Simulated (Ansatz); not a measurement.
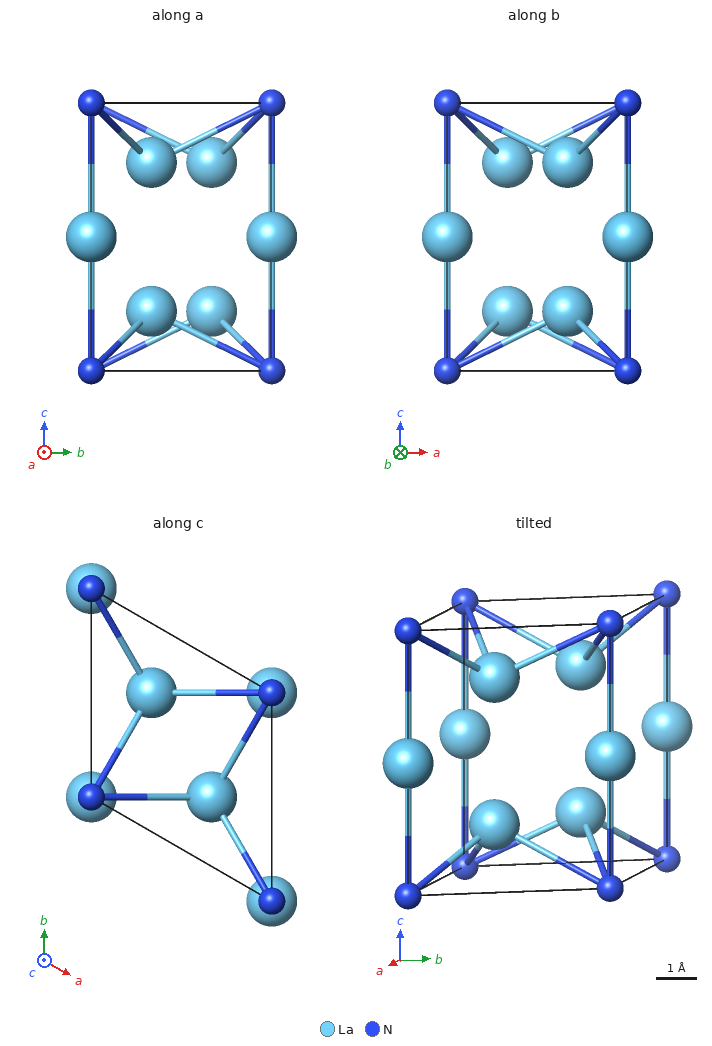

The figure gives a ball-and-stick picture of the atoms, viewed along the a axis, along the b axis, along the c axis and slightly off an axis. Lines trace the edges of the conventional unit cell.

Lattice parameters: a = 5.286 Å, b = 5.286 Å, c = 6.792 Å, α = 90.00°, β = 90.00°, γ = 120.00°.

### Convert the drawing into a table of Wyckoff sites, with free fractional coordinates to two decimals.

Space group P6/mmm (No. 191).
| atom | site | x | y | z |
| --- | --- | --- | --- | --- |
| La | 4h | 0.3333 | 0.6667 | 0.78 |
| La | 1b | 0.00 | 0.00 | 0.50 |
| N | 1a | 0.00 | 0.00 | 0.00 |

The structure was taken from a random cell made by a generator, so it need not be a real form of the compound. Earlier steps of the study may have refined or changed the cell and positions. It was run through Ansatz as a DFT input.
